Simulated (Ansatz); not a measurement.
Geometry relaxation of BSiNH7ClO2 (part 1 of 2)

The run: geometry relaxation of BSiNH7ClO2. Method and program: RKS PBE/def2-SVP (Ansatz 0.2.0).

It belongs to a series of runs on one base structure; here: end point B relaxed.

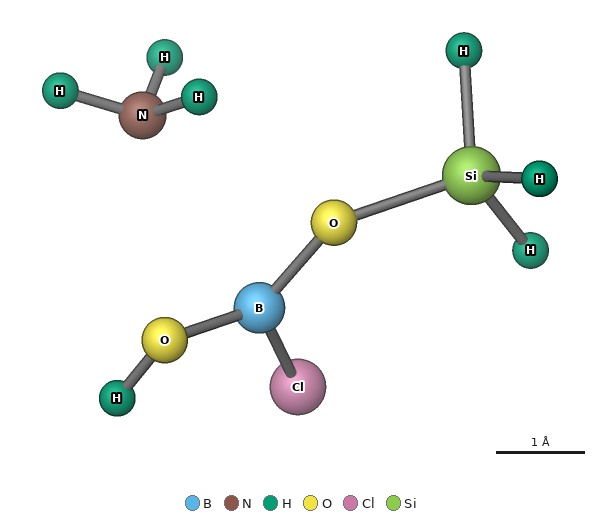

Fig. 1: The input geometry (ball-and-stick view, seen at a tilt).

Input:
```yaml
crystal:
  periodic: [false, false, false]
  atoms:
    - { symbol: B, position_ang: [-0.1529, 0.364582, -0.463747] }
    - { symbol: "N", position_ang: [-0.000617, -0.124666, 2.235749] }
    - { symbol: H, position_ang: [-0.740567, -0.254808, 2.938615] }
    - { symbol: H, position_ang: [0.891146, -0.262146, 2.729668] }
    - { symbol: O, position_ang: [1.185697, 0.177997, -0.613313] }
    - { symbol: H, position_ang: [1.3851, -0.734103, -0.888741] }
    - { symbol: Cl, position_ang: [-1.325451, -0.88452, -1.020461] }
    - { symbol: O, position_ang: [-0.594188, 1.608177, -0.034364] }
    - { symbol: Si, position_ang: [-2.069503, 2.425876, -0.017902] }
    - { symbol: H, position_ang: [-3.13922, 1.659894, -0.739708] }
    - { symbol: H, position_ang: [-2.468185, 2.639606, 1.415655] }
    - { symbol: H, position_ang: [-1.858327, 3.759232, -0.671635] }
    - { symbol: H, position_ang: [-0.025086, 0.887081, 1.981584] }
basis:
  gaussian: { orbitals: def2-SVP }
hamiltonian:
  xc: pbe
relax:
  f_tol: 0.03
  max_steps: 50
output:
  orbitals: {}
```

Run as:
```bash
ansatz run input.yaml --threads 4 --pin off --max-ram 5120MiB --backend cpu --events-out ev --progress --plain --runs-dir out
```

Log:
```
The last accepted step is kept in [file] (removed where the run ends without a failure and the disk answers)
Engine: ansatz 0.2.0, x86_64-unknown-linux-gnu
Functional definition: PBE
  parameter kappa = 0.804
  parameter beta = 0.06672455060314922
  exchange = pbe_x(kappa = kappa, mu = beta*pi^2/3)
  correlation = pbe_c(beta = beta)
1409 factors; their error is unknown
mean field evaluation 1: about -26737.4398 eV, gradient 8.7e1 eV
mean field evaluation 2: about -26682.9549 eV, gradient 1.8e2 eV
mean field evaluation 4: about -26751.0828 eV, gradient 1.7e1 eV
mean field evaluation 8: about -26751.6656 eV, gradient 3.3e-1 eV
mean field evaluation 16: about -26751.5896 eV, gradient 1.0e-3 eV
mean field -26751.58963109 eV, -983.1027860637 hartree, gradient 4.1e-5 eV, S^2 0.000000; 0 other end points of the search recorded, 0 dependent functions left out
the calculation of the forces begins
reference -26751.58967304 eV, -983.1027876053 hartree; 33, 33 occupied and 94, 94 virtual orbitals, 1409 factors
relax step   1: F+E_penalty+E_count = -26751.58963109 eV  Δ(F+E_penalty+E_count) = +0.000e0 eV  max|allowed force component| = 5.793e-1 eV/Å  Δτ_max = 0.0000 Å  (29 SCF iters, accepted)
these checks for a lower state are left out or cut short: starts, cluster_reference, orbital_swaps, neighbouring_geometries, increment
1409 factors; their error is unknown
mean field -26751.61153998 eV, -983.1035912006 hartree, gradient 1.4e-5 eV, S^2 0.000000; 0 other end points of the search recorded, 0 dependent functions left out
[... from here on the field's lines of each further geometry are left out, up to the last ...]
relax step   2: F+E_penalty+E_count = -26751.61153998 eV  Δ(F+E_penalty+E_count) = -2.191e-2 eV  max|allowed force component| = 8.640e-1 eV/Å  Δτ_max = 0.1937 Å  (28 SCF iters, accepted)
relax step   3: F+E_penalty+E_count = -26751.62288785 eV  Δ(F+E_penalty+E_count) = -1.135e-2 eV  max|allowed force component| = 6.896e-1 eV/Å  Δτ_max = 0.0618 Å  (28 SCF iters, accepted)
relax step   4: F+E_penalty+E_count = -26751.65201284 eV  Δ(F+E_penalty+E_count) = -2.912e-2 eV  max|allowed force component| = 6.652e-1 eV/Å  Δτ_max = 0.1981 Å  (29 SCF iters, accepted)
relax step   5: F+E_penalty+E_count = -26751.69306607 eV  Δ(F+E_penalty+E_count) = -4.105e-2 eV  max|allowed force component| = 8.760e-1 eV/Å  Δτ_max = 0.1939 Å  (28 SCF iters, accepted)
relax step   6: F+E_penalty+E_count = -26751.76422284 eV  Δ(F+E_penalty+E_count) = -7.116e-2 eV  max|allowed force component| = 8.999e-1 eV/Å  Δτ_max = 0.1948 Å  (35 SCF iters, accepted)
relax step   7: F+E_penalty+E_count = -26751.89582762 eV  Δ(F+E_penalty+E_count) = -1.316e-1 eV  max|allowed force component| = 8.130e-1 eV/Å  Δτ_max = 0.1940 Å  (35 SCF iters, accepted)
relax step   8: F+E_penalty+E_count = -26751.89890824 eV  Δ(F+E_penalty+E_count) = -3.081e-3 eV  max|allowed force component| = 1.397e0 eV/Å  Δτ_max = 0.1209 Å  (29 SCF iters, accepted)
relax step   9: F+E_penalty+E_count = -26751.87067534 eV  Δ(F+E_penalty+E_count) = +2.823e-2 eV  max|allowed force component| = 1.147e0 eV/Å  Δτ_max = 0.2000 Å  (36 SCF iters, rejected (line search))
relax step  10: F+E_penalty+E_count = -26751.97152060 eV  Δ(F+E_penalty+E_count) = -7.261e-2 eV  max|allowed force component| = 2.745e-1 eV/Å  Δτ_max = 0.0987 Å  (30 SCF iters, accepted)
relax step  11: F+E_penalty+E_count = -26751.98551935 eV  Δ(F+E_penalty+E_count) = -1.400e-2 eV  max|allowed force component| = 2.264e-1 eV/Å  Δτ_max = 0.0925 Å  (30 SCF iters, accepted)
relax step  12: F+E_penalty+E_count = -26751.99982937 eV  Δ(F+E_penalty+E_count) = -1.431e-2 eV  max|allowed force component| = 2.514e-1 eV/Å  Δτ_max = 0.1374 Å  (29 SCF iters, accepted)
relax step  13: F+E_penalty+E_count = -26752.00889302 eV  Δ(F+E_penalty+E_count) = -9.064e-3 eV  max|allowed force component| = 4.354e-1 eV/Å  Δτ_max = 0.1493 Å  (29 SCF iters, accepted)
relax step  14: F+E_penalty+E_count = -26752.04807378 eV  Δ(F+E_penalty+E_count) = -3.918e-2 eV  max|allowed force component| = 1.616e-1 eV/Å  Δτ_max = 0.2000 Å  (29 SCF iters, accepted)
relax step  15: F+E_penalty+E_count = -26752.06588008 eV  Δ(F+E_penalty+E_count) = -1.781e-2 eV  max|allowed force component| = 3.265e-1 eV/Å  Δτ_max = 0.1104 Å  (28 SCF iters, accepted)
relax step  16: F+E_penalty+E_count = -26752.08383365 eV  Δ(F+E_penalty+E_count) = -1.795e-2 eV  max|allowed force component| = 3.009e-1 eV/Å  Δτ_max = 0.1496 Å  (29 SCF iters, accepted)
relax step  17: F+E_penalty+E_count = -26752.06091103 eV  Δ(F+E_penalty+E_count) = +2.292e-2 eV  max|allowed force component| = 1.766e0 eV/Å  Δτ_max = 0.1474 Å  (28 SCF iters, rejected (line search))
relax step  18: F+E_penalty+E_count = -26752.10032164 eV  Δ(F+E_penalty+E_count) = -1.649e-2 eV  max|allowed force component| = 2.262e-1 eV/Å  Δτ_max = 0.0737 Å  (29 SCF iters, accepted)
relax step  19: F+E_penalty+E_count = -26752.11106799 eV  Δ(F+E_penalty+E_count) = -1.075e-2 eV  max|allowed force component| = 1.524e-1 eV/Å  Δτ_max = 0.1000 Å  (29 SCF iters, accepted)
relax step  20: F+E_penalty+E_count = -26752.11886897 eV  Δ(F+E_penalty+E_count) = -7.801e-3 eV  max|allowed force component| = 1.529e-1 eV/Å  Δτ_max = 0.1500 Å  (28 SCF iters, accepted)
relax step  21: F+E_penalty+E_count = -26752.12195940 eV  Δ(F+E_penalty+E_count) = -3.090e-3 eV  max|allowed force component| = 3.541e-2 eV/Å  Δτ_max = 0.0740 Å  (30 SCF iters, accepted)
relax step  22: F+E_penalty+E_count = -26752.12166066 eV  Δ(F+E_penalty+E_count) = +2.987e-4 eV  max|allowed force component| = 6.311e-2 eV/Å  Δτ_max = 0.0312 Å  (31 SCF iters, rejected (line search))
the calculation of the forces begins
reference -26752.12238630 eV, -983.1223644566 hartree; 33, 33 occupied and 94, 94 virtual orbitals, 1409 factors
relax step  23: F+E_penalty+E_count = -26752.12234711 eV  Δ(F+E_penalty+E_count) = -3.877e-4 eV  max|allowed force component| = 8.803e-3 eV/Å  Δτ_max = 0.0152 Å  (31 SCF iters, accepted)
1409 factors; their error is unknown
mean field evaluation 192: about -26752.1223 eV, gradient 2.6e-3 eV
```

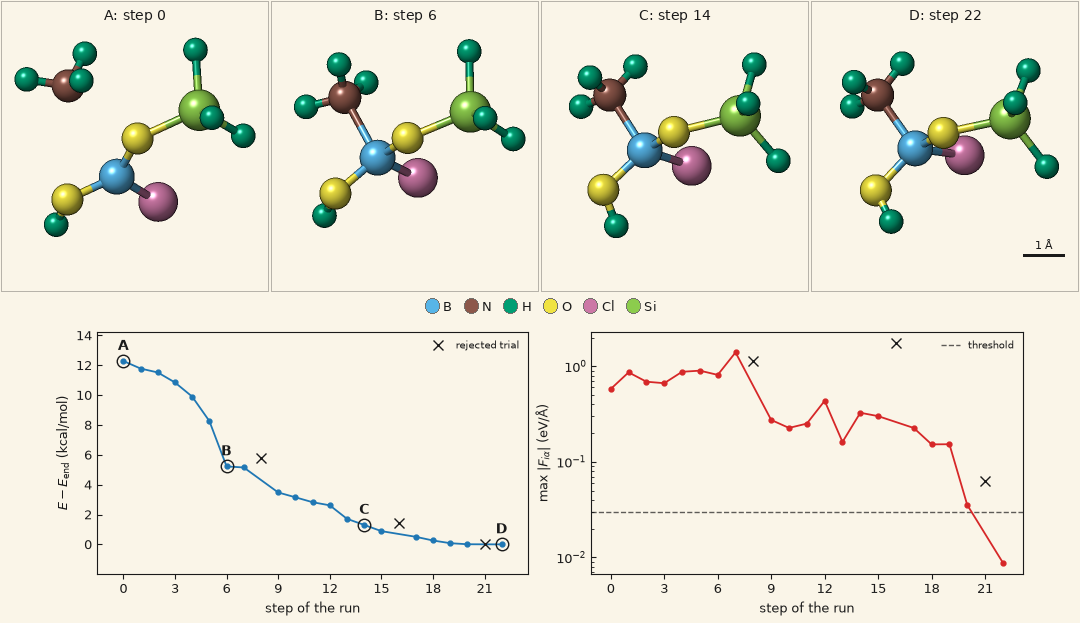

Fig. 2: Frames of the relaxation (ball-and-stick view, seen at a tilt) above the curves, on which the letters mark them (the first geometry is step 0 here and step 1 in the log).

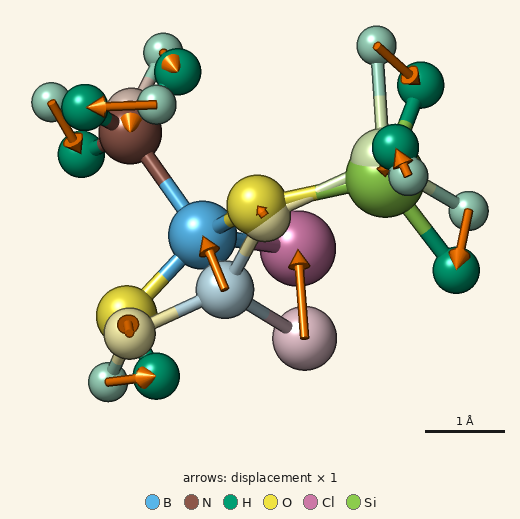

Fig. 3: Start (faint) and end (solid) with the displacements as orange arrows, at true length (ball-and-stick view, seen at a tilt). The two geometries are laid on each other by the best rigid fit. Over 22 geometry steps the energy falls by 12.3 kcal/mol. The largest force component goes from 0.58 to 0.0088 eV/Å. The line search rejected the trial steps at points 8, 16, 21 (counted from 0) and went back. The atom that moves furthest after the best rigid fit is Cl7 (1.22 Å). By element the largest moves are Cl 1.22 Å, H 0.96 Å, B 0.80 Å, O 0.51 Å, N 0.42 Å, Si 0.22 Å. Among the contacts that change: B1–N2 2.748 → 1.660 Å, B1–Cl7 1.801 → 1.930 Å, B1–O5 1.360 → 1.411 Å, B1–O8 1.388 → 1.423 Å. New bonds form: B1–N2 (2.75 → 1.66 Å). Among the angles that change: Cl7–B1–O8 120.7° → 111.4°, B1–O8–Si9 135.7° → 129.7°, O5–B1–Cl7 120.8° → 114.8°. (Atoms are counted from 1 in the order of the input.)

```
mean field -26752.12234711 eV, -983.1223630164 hartree, gradient 9.8e-6 eV, S^2 0.000000; 1 other end points of the search recorded, 0 dependent functions left out
the calculation of the forces begins
reference -26752.12238630 eV, -983.1223644566 hartree; 33, 33 occupied and 94, 94 virtual orbitals, 1409 factors
Total energy: -26752.12238630 eV, -983.1223644566 hartree
Atom 0 at    -0.162274     0.285779     0.338002 Å, force    -0.001791     0.001880     0.000602 eV/Å
Atom 1 at     0.204463     0.156809     1.951363 Å, force    -0.005279     0.002356    -0.008803 eV/Å
Atom 2 at    -0.645057     0.256008     2.524109 Å, force     0.001089    -0.001366     0.001227 eV/Å
Atom 3 at     0.619988    -0.767278     2.137818 Å, force    -0.000721     0.000160    -0.001223 eV/Å
Atom 4 at     1.022318    -0.171294    -0.277568 Å, force     0.007200    -0.007740     0.005064 eV/Å
Atom 5 at     1.015555     0.055254    -1.222424 Å, force    -0.005759     0.007016    -0.002131 eV/Å
Atom 6 at    -1.667223    -0.914546     0.192666 Å, force     0.001923    -0.000236     0.003166 eV/Å
Atom 7 at    -0.549537     1.634100     0.101752 Å, force     0.002156     0.002521     0.002445 eV/Å
Atom 8 at    -2.068990     2.275175    -0.209733 Å, force    -0.002103    -0.001500    -0.000120 eV/Å
Atom 9 at    -2.667323     1.776807    -1.495447 Å, force     0.001672    -0.001077    -0.000778 eV/Å
Atom 10 at    -3.033787     2.024548     0.922322 Å, force     0.000208     0.001962     0.001104 eV/Å
Atom 11 at    -1.863544     3.761616    -0.320481 Å, force    -0.000069    -0.001265    -0.002153 eV/Å
Atom 12 at     0.883311     0.889225     2.209021 Å, force     0.001475    -0.002711     0.001600 eV/Å
Dipole moment:     0.494181     0.078669     0.833010 e Å
```

Trajectory as extended XYZ (Å, eV, eV/Å), 17 of the 23 frames kept, from step=1 to step=23:
```
13
Properties=species:S:1:pos:R:3:forces:R:3 step=1 energy=-26751.58963
B    -0.1529    0.3646   -0.4637   -0.2146   0.5793   0.2815
N    -0.0006   -0.1247    2.2357   -0.0215   0.5215  -0.2151
H    -0.7406   -0.2548    2.9386    0.0038  -0.0071   0.0116
H     0.8911   -0.2621    2.7297    0.0047  -0.0129   0.0070
O     1.1857    0.1780   -0.6133    0.0154  -0.0277  -0.0065
H     1.3851   -0.7341   -0.8887   -0.0077   0.0198   0.0027
Cl   -1.3255   -0.8845   -1.0205    0.0072   0.0046   0.0089
O    -0.5942    1.6082   -0.0344    0.1601  -0.5464  -0.3358
Si   -2.0695    2.4259   -0.0179    0.0132   0.0045  -0.0123
H    -3.1392    1.6599   -0.7397   -0.0016  -0.0016  -0.0020
H    -2.4682    2.6396    1.4157    0.0020  -0.0143   0.0078
H    -1.8583    3.7592   -0.6716   -0.0030   0.0107  -0.0027
H    -0.0251    0.8871    1.9816    0.0421  -0.5304   0.2548
13
Properties=species:S:1:pos:R:3:forces:R:3 step=2 energy=-26751.61154
B    -0.1625    0.3745   -0.4463   -0.1202   0.4514   0.2583
N     0.0120   -0.0964    2.2202    0.1170   0.6742   0.1343
H    -0.7236   -0.3231    2.9100    0.0827   0.0554  -0.1274
H     0.9038   -0.3585    2.6799   -0.2273   0.1095  -0.1708
O     1.1746    0.1901   -0.6156    0.0988  -0.0813  -0.0182
H     1.3730   -0.7282   -0.8702   -0.0115   0.0300  -0.0004
Cl   -1.3359   -0.8892   -0.9683   -0.0376  -0.0722   0.0016
O    -0.6008    1.6259   -0.0685    0.0103  -0.2696  -0.2289
Si   -2.0801    2.4358   -0.0530    0.0933  -0.0550   0.0356
H    -3.1488    1.6630   -0.7690   -0.0055   0.0073  -0.0122
H    -2.4755    2.6448    1.3827   -0.0177   0.0068   0.0039
H    -1.8745    3.7702   -0.7068   -0.0102   0.0076  -0.0014
H     0.0262    0.9533    2.1562    0.0279  -0.8640   0.1257
13
Properties=species:S:1:pos:R:3:forces:R:3 step=4 energy=-26751.65201
B    -0.1560    0.3884   -0.3754    0.1691   0.0139   0.1848
N     0.0389   -0.0377    2.1504   -0.4063   0.3445   0.4195
H    -0.7535   -0.4212    2.7166    0.4704   0.3319  -0.3737
H     0.8926   -0.4020    2.6001   -0.0213  -0.0001  -0.1005
O     1.1739    0.1985   -0.6248    0.0261  -0.0703  -0.0395
H     1.3574   -0.7337   -0.8368   -0.0165   0.0462   0.0081
Cl   -1.3418   -0.9222   -0.7712   -0.0637  -0.0794   0.0017
O    -0.5890    1.6593   -0.1148   -0.1396   0.1088  -0.0670
Si   -2.0779    2.4439   -0.0729    0.0752  -0.0246  -0.0093
H    -3.1420    1.6644   -0.7901   -0.0029   0.0083  -0.0007
H    -2.4762    2.6450    1.3643   -0.0085  -0.0085   0.0093
H    -1.8977    3.7861   -0.7201   -0.0035  -0.0055   0.0128
H     0.0593    0.9933    2.3262   -0.0786  -0.6652  -0.0455
13
Properties=species:S:1:pos:R:3:forces:R:3 step=5 energy=-26751.69307
B    -0.1380    0.3862   -0.2855    0.1124   0.0611   0.3950
N     0.0140    0.0348    2.0613    0.0404   0.3139   0.6874
H    -0.7719   -0.4322    2.5648    0.3170   0.3359  -0.3091
H     0.8671   -0.4450    2.4127   -0.2487   0.2186  -0.2117
O     1.1816    0.1988   -0.6058    0.0586  -0.1580  -0.0209
H     1.3594   -0.7421   -0.7850   -0.0141   0.0911  -0.0194
Cl   -1.3309   -0.9512   -0.6117   -0.0861  -0.1098  -0.0632
O    -0.5770    1.6741   -0.1159   -0.2102   0.1809  -0.1714
Si   -2.0731    2.4415   -0.0742    0.1551  -0.0612  -0.0159
H    -3.1320    1.6551   -0.7921   -0.0068   0.0096  -0.0029
H    -2.4777    2.6389    1.3624   -0.0260  -0.0019   0.0212
H    -1.9052    3.7867   -0.7188   -0.0090  -0.0041   0.0157
H     0.0716    1.0167    2.4390   -0.0827  -0.8760  -0.3047
13
Properties=species:S:1:pos:R:3:forces:R:3 step=7 energy=-26751.89583
B    -0.1017    0.3840    0.0607    0.1546   0.3192   0.3047
N     0.0316    0.1178    1.8444    0.3719  -0.1249   0.8130
H    -0.7924   -0.3951    2.2025   -0.0448   0.1758  -0.1539
H     0.8393   -0.5047    2.0694   -0.2782   0.3976  -0.2463
O     1.1852    0.1965   -0.4607    0.0555  -0.3053   0.0301
H     1.3382   -0.7478   -0.6476   -0.0174   0.1645  -0.0813
Cl   -1.3399   -0.9904   -0.3232   -0.0932  -0.1121  -0.0995
O    -0.5686    1.7065   -0.0565   -0.3296  -0.0008  -0.0082
Si   -2.0760    2.4404   -0.0781    0.2906  -0.1142  -0.0169
H    -3.1137    1.6422   -0.8157    0.0015  -0.0003  -0.0041
H    -2.5410    2.6535    1.3428   -0.0705   0.0076   0.0333
H    -1.9199    3.7853   -0.7267    0.0045   0.0063   0.0149
H     0.1467    0.9740    2.4399   -0.0451  -0.4135  -0.5858
```
